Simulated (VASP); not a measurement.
Band structure of Al (fcc). All values below come from revPBE GGA, VASP's PBE PAW potentials (set 64) (plane waves; VASP).

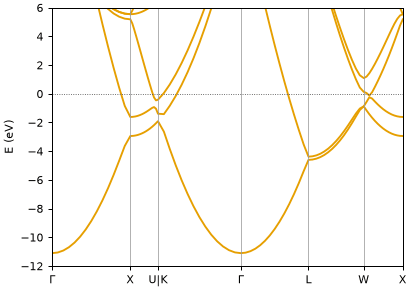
Figure. Bands along high-symmetry lines, zero at the valence-band maximum or, without a gap, the Fermi level

Problem. Read the plot: is there a gap, and where are the band edges?

Solution. It has no gap at this level: it comes out as a metal or semimetal. (Edges off the drawn lines would not show.)

The compound is Al in the fcc structure. It was relaxed first.
